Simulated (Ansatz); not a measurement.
# C2H6O2SiSn: rotation by 120° about the O1–Si2 bond, part 2 of 3

Aim: the minimum-energy path and barrier of the rotation by 120° about the O1–Si2 bond. The ends are relaxed first, then joined by a nudged elastic band. SMILES of the start: O[SiH2]OC#[C][SnH3].

Ansatz 0.2.0; RKS PBE/def2-SVP. Earlier steps stand in the parts before.

### 5 More of the same log: band between the two ends

The log, continued, cut to the lines that bear on the results:

```text
mean field -19955.13148875 eV, -733.3375561375 hartree, gradient 1.7e-5 eV, S^2 0.000000; 0 other end points of the search recorded, 0 dependent functions left out
[...]
reference -19955.13154032 eV, -733.3375580328 hartree; 35, 35 occupied and 95, 95 virtual orbitals, 1437 factors
[...]
1437 factors; their error is unknown
[...]
Atom 8 at    -0.304150    -1.228949     2.691315 Å, force    -0.018516    -0.008385     0.023492 eV/Å
Atom 9 at     2.104662     2.823333    -2.443613 Å, force    -0.001761    -0.010328    -0.001121 eV/Å
Atom 10 at     1.899363     0.157349    -3.379065 Å, force    -0.001567     0.007332     0.007583 eV/Å
Atom 11 at     3.616561     0.766416    -1.217288 Å, force     0.009364    -0.001638    -0.000891 eV/Å
Dipole moment:    -0.116658    -0.181879     0.026222 e Å
this run last wrote the band of iteration 7 to <dir>
```

It took 92 s on 2 threads of Arm Neoverse V2, shared host; peak memory 0.17 GiB.

### 6 Images and barrier

The 5 inner images lie between the fixed ends 0 and 6. Energy is taken from image 0, and the path length is the program's own coordinate along the band.

| image | path (Å) | energy (eV) | dihedral H7–O1–Si2–O3 (°) | band force (eV/Å) |
| --- | --- | --- | --- | --- |
| 0 | 0.000 | 0.0000 | -66 | - |
| 1 | 0.394 | 0.0035 | -61 | 0.013 |
| 2 | 0.787 | 0.0291 | -37 | 0.030 |
| 3* | 1.181 | 0.0701 | 3 | 0.045 |
| 4 | 1.509 | 0.0350 | 37 | 0.046 |
| 5 | 1.837 | 0.0014 | 65 | 0.045 |
| 6 | 2.164 | -0.0018 | 72 | - |

The star marks the climbing image.

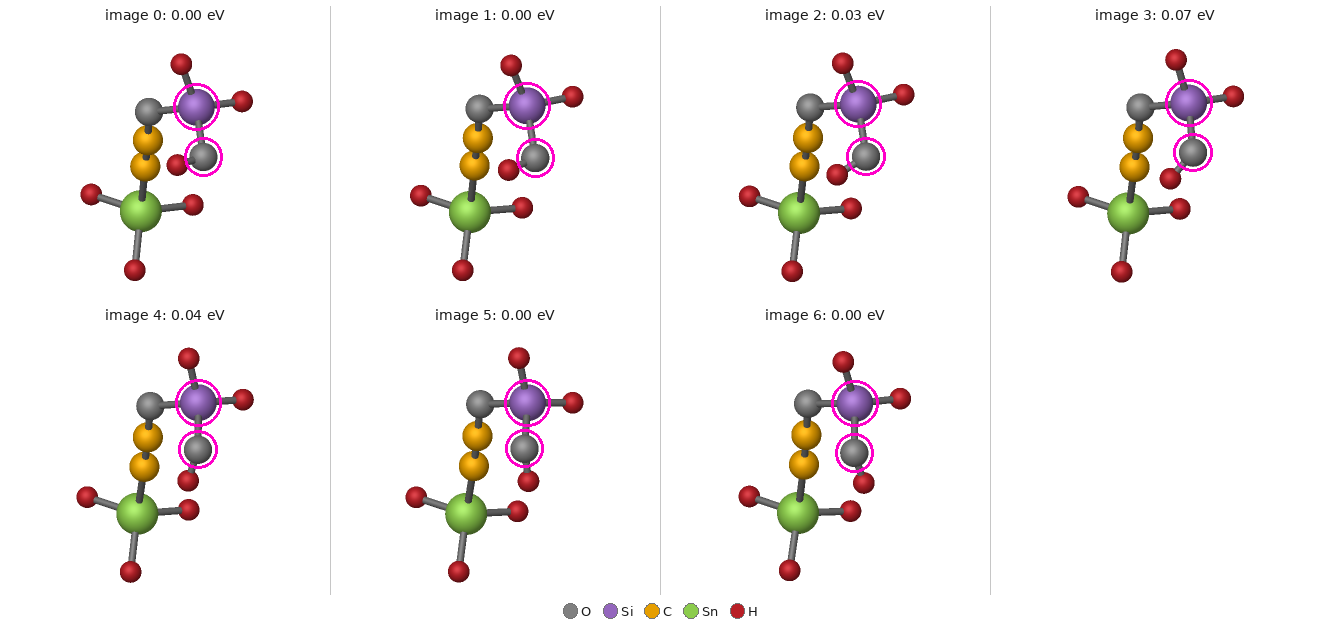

Snapshots along the band, viewed from a free direction. Ringed: O1, Si2. Sticks join atoms closer than a bonding distance in each image.

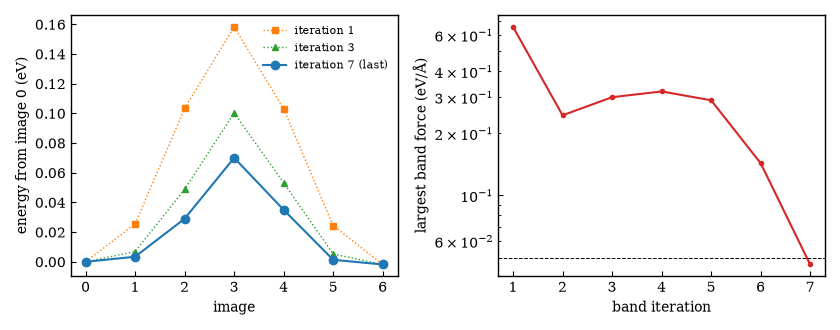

Left: energy of each image for early iterations and the last one (lines only join the points; early values far above the last band run off the scale). Right: the largest band force by iteration, with the threshold dashed.

The top of the band by iteration:

| iteration | highest image above image 0 (eV) | largest band force (eV/Å) |
| --- | --- | --- |
| 1 | 0.1583 | 0.658 |
| 2 | 0.1154 | 0.245 |
| 3 | 0.1003 | 0.300 |
| 4 | 0.0922 | 0.320 |
| 5 | 0.0846 | 0.290 |
| 6 | 0.0730 | 0.143 |
| 7 | 0.0701 | 0.046 |

The band as a trajectory file:

```xyz
12
image=0 dE=0.0000
O    -1.963   -2.262    0.879
Si   -1.598   -0.951    1.834
O    -1.301    0.469    0.901
C    -0.279    0.652    0.118
C     0.676    0.870   -0.633
Sn    2.282    1.228   -1.913
H    -2.793   -2.219    0.371
H    -2.737   -0.500    2.691
H    -0.351   -1.313    2.564
H     2.277    2.894   -2.364
H     2.113    0.236   -3.317
H     3.752    0.840   -1.094
12
image=1 dE=0.0035
O    -1.812   -2.236    0.866
Si   -1.581   -0.934    1.874
O    -1.295    0.513    0.980
C    -0.293    0.684    0.168
C     0.639    0.883   -0.617
Sn    2.218    1.196   -1.942
H    -2.564   -2.194    0.251
H    -2.789   -0.547    2.665
H    -0.371   -1.257    2.683
H     2.244    2.862   -2.393
H     1.984    0.209   -3.339
H     3.697    0.768   -1.160
12
image=2 dE=0.0291
O    -1.796   -2.222    0.910
Si   -1.571   -0.930    1.931
O    -1.303    0.510    1.021
C    -0.322    0.664    0.180
C     0.590    0.842   -0.633
Sn    2.158    1.166   -1.968
H    -2.285   -2.058    0.084
H    -2.768   -0.543    2.737
H    -0.360   -1.242    2.745
H     2.160    2.831   -2.420
H     1.929    0.172   -3.362
H     3.643    0.756   -1.190
12
image=3 dE=0.0701
O    -1.995   -2.196    0.974
Si   -1.576   -0.927    1.964
O    -1.316    0.498    1.025
C    -0.341    0.646    0.177
C     0.565    0.812   -0.645
Sn    2.124    1.158   -1.989
H    -2.001   -2.037    0.015
H    -2.700   -0.529    2.862
H    -0.304   -1.229    2.691
H     2.105    2.823   -2.444
H     1.899    0.157   -3.379
H     3.617    0.766   -1.217
12
image=4 dE=0.0350
O    -2.162   -2.111    0.975
Si   -1.577   -0.910    1.964
O    -1.306    0.532    1.055
C    -0.342    0.664    0.192
C     0.556    0.812   -0.643
Sn    2.097    1.161   -2.006
H    -1.805   -2.161    0.071
H    -2.649   -0.546    2.930
H    -0.267   -1.251    2.608
H     2.071    2.825   -2.464
H     1.858    0.159   -3.393
H     3.601    0.771   -1.255
12
image=5 dE=0.0014
O    -2.230   -2.043    0.948
Si   -1.578   -0.890    1.949
O    -1.284    0.581    1.092
C    -0.335    0.702    0.211
C     0.555    0.840   -0.633
Sn    2.072    1.172   -2.026
H    -1.680   -2.375    0.218
H    -2.624   -0.529    2.940
H    -0.256   -1.292    2.532
H     2.053    2.836   -2.482
H     1.798    0.175   -3.410
H     3.588    0.768   -1.306
12
image=6 dE=-0.0018
O    -2.141   -2.053    0.842
Si   -1.642   -0.870    1.897
O    -1.333    0.619    1.074
C    -0.358    0.737    0.220
C     0.557    0.863   -0.600
Sn    2.095    1.154   -1.978
H    -1.467   -2.418    0.241
H    -2.792   -0.548    2.781
H    -0.366   -1.224    2.599
H     2.136    2.820   -2.423
H     1.796    0.173   -3.367
H     3.592    0.692   -1.251
```

### 7 Frequencies at the highest image

The geometry is the highest inner image of the first converged band.

input.yaml

```yaml
crystal:
  periodic: [false, false, false]
  atoms:
    - { symbol: O, position_ang: [-1.994592, -2.19559, 0.974491] }
    - { symbol: Si, position_ang: [-1.576121, -0.926512, 1.964301] }
    - { symbol: O, position_ang: [-1.315597, 0.498103, 1.02485] }
    - { symbol: C, position_ang: [-0.340969, 0.645959, 0.176768] }
    - { symbol: C, position_ang: [0.565172, 0.812042, -0.64534] }
    - { symbol: Sn, position_ang: [2.123825, 1.158409, -1.989055] }
    - { symbol: H, position_ang: [-2.001413, -2.036503, 0.015236] }
    - { symbol: H, position_ang: [-2.699843, -0.529155, 2.861503] }
    - { symbol: H, position_ang: [-0.30415, -1.228949, 2.691315] }
    - { symbol: H, position_ang: [2.104662, 2.823333, -2.443613] }
    - { symbol: H, position_ang: [1.899363, 0.157349, -3.379065] }
    - { symbol: H, position_ang: [3.616561, 0.766416, -1.217288] }
basis:
  gaussian: { orbitals: def2-SVP }
hamiltonian:
  xc: pbe
phonons: {}
```

Started as:

```console
> ansatz run input.yaml --threads 2 --pin off --max-ram 3072MiB --backend cpu --events-out ev --progress --plain --runs-dir out
```

What it wrote, cut to the lines that bear on the results:

```text
Warning: RAYON_NUM_THREADS=2 ignored (pool sized by the plan → 2); use --threads N
[...]
[... 1 set-up line as earlier in the session ...]
[...]
1437 factors; their error is unknown
[...]
mean field -19955.10007188 eV, -733.3364015890 hartree, gradient 4.1e-5 eV, S^2 0.000000; 0 other end points of the search recorded, 0 dependent functions left out
[...]
reference -19955.10012330 eV, -733.3364034787 hartree; 35, 35 occupied and 95, 95 virtual orbitals, 1437 factors
[...]
1437 factors; their error is unknown
[...]
WARN: phonons: modes at or below zero, which the zero-point energy, F, S and C_V leave out: 1, the lowest at -325.88 cm⁻¹. A minimum has none, and a first-order saddle one
[...]
Atom 9 at     2.104662     2.823333    -2.443613 Å, force    -0.001739    -0.010312    -0.001107 eV/Å
Atom 10 at     1.899363     0.157349    -3.379065 Å, force    -0.001546     0.007330     0.007539 eV/Å
Atom 11 at     3.616561     0.766416    -1.217288 Å, force     0.009366    -0.001641    -0.000916 eV/Å
Dipole moment:    -0.116658    -0.181880     0.026221 e Å
Vibrations: -325.88 24.15 29.75 62.19 108.56 146.18 271.24 319.18 447.34 456.40 501.62 502.56 652.72 678.41 689.21 693.15 695.35 719.21 727.34 896.24 901.03 958.56 1227.61 1858.25 1865.21 1869.03 2204.94 2232.22 2237.97 3782.98 cm⁻¹, zero-point energy 1.720814 eV
```

Run time: 1.7 min. Hardware: 2 threads of Arm Neoverse V2, shared host; peak memory 0.17 GiB.

Of 30 modes, 1 is imaginary by more than 30 cm⁻¹ (326i cm⁻¹).

### 8 Another band, settings changed

crystal.atoms is end A as relaxed above, and neb.final_atoms is end B, turned to lie on A. With 5 inner images the band has 7 in all.

input.yaml

```yaml
crystal:
  periodic: [false, false, false]
  atoms:
    - { symbol: O, position_ang: [-1.963429, -2.262382, 0.878526] }
    - { symbol: Si, position_ang: [-1.59816, -0.950795, 1.833511] }
    - { symbol: O, position_ang: [-1.301235, 0.468669, 0.901309] }
    - { symbol: C, position_ang: [-0.278783, 0.651723, 0.118009] }
    - { symbol: C, position_ang: [0.675611, 0.869852, -0.633448] }
    - { symbol: Sn, position_ang: [2.282052, 1.228005, -1.91349] }
    - { symbol: H, position_ang: [-2.792926, -2.218592, 0.370641] }
    - { symbol: H, position_ang: [-2.736957, -0.500063, 2.690712] }
    - { symbol: H, position_ang: [-0.35065, -1.312771, 2.563823] }
    - { symbol: H, position_ang: [2.277092, 2.894281, -2.363889] }
    - { symbol: H, position_ang: [2.112621, 0.2365, -3.317338] }
    - { symbol: H, position_ang: [3.751663, 0.840474, -1.094264] }
basis:
  gaussian: { orbitals: def2-SVP }
hamiltonian:
  xc: pbe
neb:
  order_check: false
  images: 5
  f_tol: 0.05
  max_iterations: 60
  initial_path: idpp
  max_displacement: 0.02
  optimiser: lbfgs
  final_atoms:
    - { symbol: O, position_ang: [-2.24776997, -1.97825029, 0.7326795] }
    - { symbol: Si, position_ang: [-1.7095943, -0.86191655, 1.83955405] }
    - { symbol: O, position_ang: [-1.31764772, 0.64074067, 1.07945455] }
    - { symbol: C, position_ang: [-0.32606712, 0.74502168, 0.24410398] }
    - { symbol: C, position_ang: [0.60606096, 0.85768155, -0.5583024] }
    - { symbol: Sn, position_ang: [2.17748711, 1.12752389, -1.90338929] }
    - { symbol: H, position_ang: [-1.58314005, -2.35200713, 0.12721723] }
    - { symbol: H, position_ang: [-2.85640316, -0.51974795, 2.72046506] }
    - { symbol: H, position_ang: [-0.46204411, -1.302672, 2.54467387] }
    - { symbol: H, position_ang: [2.30357081, 2.80553125, -2.2829161] }
    - { symbol: H, position_ang: [1.85266509, 0.21557668, -3.33394211] }
    - { symbol: H, position_ang: [3.63978145, 0.56741921, -1.17549634] }
```

Started as:

```console
> ansatz run input.yaml --threads 2 --pin off --max-ram 3072MiB --backend cpu --events-out ev --progress --plain --runs-dir out
```

What it wrote:

```text
Warning: RAYON_NUM_THREADS=2 ignored (pool sized by the plan → 2); use --threads N
[... 6 set-up lines as earlier in the session ...]
1437 factors; their error is unknown
mean field evaluation 1: about -19943.3278 eV, gradient 7.4e1 eV
mean field evaluation 2: about -19904.2912 eV, gradient 1.5e2 eV
mean field evaluation 4: about -19954.3219 eV, gradient 2.0e1 eV
mean field evaluation 8: about -19955.2260 eV, gradient 2.0e-1 eV
mean field evaluation 16: about -19955.1702 eV, gradient 1.8e-4 eV
mean field -19955.17017212 eV, -733.3389777253 hartree, gradient 5.4e-5 eV, S^2 0.000000; 0 other end points of the search recorded, 0 dependent functions left out
[... 4 lines left out ...]
mean field -19955.17194758 eV, -733.3390429723 hartree, gradient 4.4e-5 eV, S^2 0.000000; 0 other end points of the search recorded, 0 dependent functions left out
[... 2 lines left out ...]
NEB end point (image 0): max|allowed force component| = 1.101e-2 eV/Å (the criterion of neb.relax_end_points is 1.000e-2)
NEB end point (image 6): max|allowed force component| = 8.443e-3 eV/Å (the criterion of neb.relax_end_points is 1.000e-2)
[... 1 line left out ...]
mean field -19955.14457046 eV, -733.3380368817 hartree, gradient 5.0e-5 eV, S^2 0.000000; 0 other end points of the search recorded, 0 dependent functions left out
[... 4 lines left out ...]
mean field -19955.06678192 eV, -733.3351782055 hartree, gradient 5.1e-5 eV, S^2 0.000000; 0 other end points of the search recorded, 0 dependent functions left out
[... 3 lines left out ...]
mean field -19955.01185056 eV, -733.3331595153 hartree, gradient 4.3e-5 eV, S^2 0.000000; 0 other end points of the search recorded, 0 dependent functions left out
[... 4 lines left out ...]
mean field -19955.06714367 eV, -733.3351914994 hartree, gradient 4.9e-5 eV, S^2 0.000000; 0 other end points of the search recorded, 0 dependent functions left out
[... 3 lines left out ...]
mean field -19955.14574405 eV, -733.3380800103 hartree, gradient 5.1e-5 eV, S^2 0.000000; 0 other end points of the search recorded, 0 dependent functions left out
[... from here on, the SCF cycles and remarks between the steps are left out, and one step in 2 is shown ...]
NEB iter   1: max|band force component| = 6.577e-1 eV/Å  barrier→ = 0.1583 eV  barrier← = 0.1601 eV  Δτ_max = 0.0101 Å  (194 SCF iters)
NEB iter   2: max|band force component| = 3.325e-1 eV/Å  barrier→ = 0.1481 eV  barrier← = 0.1499 eV  CI = image 3  Δτ_max = 0.0050 Å  (154 SCF iters)
NEB iter   4: max|band force component| = 7.981e-1 eV/Å  barrier→ = 0.1409 eV  barrier← = 0.1427 eV  CI = image 3  Δτ_max = 0.0152 Å  (156 SCF iters)
NEB iter   6: max|band force component| = 2.349e-1 eV/Å  barrier→ = 0.1338 eV  barrier← = 0.1356 eV  CI = image 3  Δτ_max = 0.0015 Å  (156 SCF iters)
NEB iter   8: max|band force component| = 5.960e-1 eV/Å  barrier→ = 0.1180 eV  barrier← = 0.1198 eV  CI = image 3  Δτ_max = 0.0114 Å  (155 SCF iters)
NEB iter  10: max|band force component| = 1.969e-1 eV/Å  barrier→ = 0.1144 eV  barrier← = 0.1162 eV  CI = image 3  Δτ_max = 0.0011 Å  (157 SCF iters)
NEB iter  12: max|band force component| = 4.938e-1 eV/Å  barrier→ = 0.1054 eV  barrier← = 0.1071 eV  CI = image 3  Δτ_max = 0.0093 Å  (154 SCF iters)
NEB iter  14: max|band force component| = 1.716e-1 eV/Å  barrier→ = 0.1030 eV  barrier← = 0.1048 eV  CI = image 3  Δτ_max = 0.0010 Å  (152 SCF iters)
NEB iter  16: max|band force component| = 4.315e-1 eV/Å  barrier→ = 0.0970 eV  barrier← = 0.0988 eV  CI = image 3  Δτ_max = 0.0080 Å  (155 SCF iters)
NEB iter  18: max|band force component| = 1.527e-1 eV/Å  barrier→ = 0.0952 eV  barrier← = 0.0970 eV  CI = image 3  Δτ_max = 0.0009 Å  (152 SCF iters)
NEB iter  20: max|band force component| = 3.128e-1 eV/Å  barrier→ = 0.0920 eV  barrier← = 0.0937 eV  CI = image 3  Δτ_max = 0.0058 Å  (157 SCF iters)
NEB iter  22: max|band force component| = 1.327e-1 eV/Å  barrier→ = 0.0906 eV  barrier← = 0.0924 eV  CI = image 3  Δτ_max = 0.0009 Å  (149 SCF iters)
NEB iter  24: max|band force component| = 1.314e-1 eV/Å  barrier→ = 0.0897 eV  barrier← = 0.0915 eV  CI = image 3  Δτ_max = 0.0200 Å  (109 SCF iters)
NEB iter  26: max|band force component| = 1.127e-1 eV/Å  barrier→ = 0.0848 eV  barrier← = 0.0866 eV  CI = image 3  Δτ_max = 0.0042 Å  (125 SCF iters)
NEB iter  28: max|band force component| = 3.692e-1 eV/Å  barrier→ = 0.0844 eV  barrier← = 0.0862 eV  CI = image 3  Δτ_max = 0.0017 Å  (141 SCF iters)
NEB iter  30: max|band force component| = 1.029e-1 eV/Å  barrier→ = 0.0834 eV  barrier← = 0.0851 eV  CI = image 3  Δτ_max = 0.0053 Å  (103 SCF iters)
NEB iter  32: max|band force component| = 3.718e-1 eV/Å  barrier→ = 0.0829 eV  barrier← = 0.0847 eV  CI = image 3  Δτ_max = 0.0017 Å  (143 SCF iters)
NEB iter  34: max|band force component| = 9.672e-2 eV/Å  barrier→ = 0.0820 eV  barrier← = 0.0838 eV  CI = image 3  Δτ_max = 0.0058 Å  (104 SCF iters)
NEB iter  36: max|band force component| = 3.619e-1 eV/Å  barrier→ = 0.0816 eV  barrier← = 0.0834 eV  CI = image 3  Δτ_max = 0.0018 Å  (142 SCF iters)
NEB iter  38: max|band force component| = 8.778e-2 eV/Å  barrier→ = 0.0807 eV  barrier← = 0.0825 eV  CI = image 3  Δτ_max = 0.0055 Å  (101 SCF iters)
NEB iter  40: max|band force component| = 3.296e-1 eV/Å  barrier→ = 0.0803 eV  barrier← = 0.0821 eV  CI = image 3  Δτ_max = 0.0015 Å  (140 SCF iters)
NEB iter  42: max|band force component| = 8.192e-2 eV/Å  barrier→ = 0.0796 eV  barrier← = 0.0814 eV  CI = image 3  Δτ_max = 0.0045 Å  (103 SCF iters)
NEB iter  44: max|band force component| = 2.771e-1 eV/Å  barrier→ = 0.0793 eV  barrier← = 0.0811 eV  CI = image 3  Δτ_max = 0.0013 Å  (133 SCF iters)
NEB iter  46: max|band force component| = 7.473e-2 eV/Å  barrier→ = 0.0787 eV  barrier← = 0.0805 eV  CI = image 3  Δτ_max = 0.0041 Å  (101 SCF iters)
NEB iter  48: max|band force component| = 2.768e-1 eV/Å  barrier→ = 0.0785 eV  barrier← = 0.0803 eV  CI = image 3  Δτ_max = 0.0013 Å  (135 SCF iters)
NEB iter  50: max|band force component| = 7.020e-2 eV/Å  barrier→ = 0.0780 eV  barrier← = 0.0798 eV  CI = image 3  Δτ_max = 0.0041 Å  (102 SCF iters)
NEB iter  52: max|band force component| = 2.549e-1 eV/Å  barrier→ = 0.0778 eV  barrier← = 0.0796 eV  CI = image 3  Δτ_max = 0.0012 Å  (135 SCF iters)
NEB iter  54: max|band force component| = 6.402e-2 eV/Å  barrier→ = 0.0773 eV  barrier← = 0.0791 eV  CI = image 3  Δτ_max = 0.0037 Å  (103 SCF iters)
NEB iter  56: max|band force component| = 2.374e-1 eV/Å  barrier→ = 0.0772 eV  barrier← = 0.0789 eV  CI = image 3  Δτ_max = 0.0011 Å  (135 SCF iters)
NEB iter  58: max|band force component| = 6.005e-2 eV/Å  barrier→ = 0.0768 eV  barrier← = 0.0786 eV  CI = image 3  Δτ_max = 0.0033 Å  (104 SCF iters)
NEB iter  60: max|band force component| = 2.111e-1 eV/Å  barrier→ = 0.0766 eV  barrier← = 0.0784 eV  CI = image 3  Δτ_max = 0.0010 Å  (132 SCF iters)
[...]
this run last wrote the band of iteration 60 to <dir>
Error: NEB band did not converge after 60 iterations: max|band force component| = 2.11e-1 eV/Å (threshold 5.0e-2); raise `neb.max_iterations` in a new run, which can start from the last band evaluated (`neb.initial_path`, with `crystal.atoms` and `neb.final_atoms` set to its first and last images), add images, or start from endpoints closer to local minima. Where this run's directory can be resumed (`checkpoint.write`), a resume goes on for up to `neb.max_iterations` more; to start a new run from the last band, take its images' positions from the `neb_iteration` event of iteration 60 (`data.images[].positions_ang`), in the event stream of the run that computed that iteration (not this run's, if it was resumed behind it). With `checkpoint.write`, `steps/00-neb/state/checkpoint.json` in the run directory holds the last saved band, under `neb.evaluated.images[].positions_ang` (a band under a hybrid functional on support functions is neither saved nor resumed: `neb.initial_path` says where its path is): check the last entry of `neb.iterations` there, which is earlier than 60 if that iteration was not saved or its write failed. If the band's step has no `state` directory and holds `state.next`, a write was cut short, and the file is under `state.next` instead (behind a loss of power it can be under `state.prev`)
this run wrote the band of iteration 60 to <dir> as well, whether or not its events were kept: a new run's `neb.initial_path` can list its `images[].positions_ang`
a run's events are kept only if it was started with --events-out <file>, and are in that file
```

It took 10 min on 2 threads of Arm Neoverse V2, shared host; peak memory 0.19 GiB.

(Continued in part 3 of 3.)
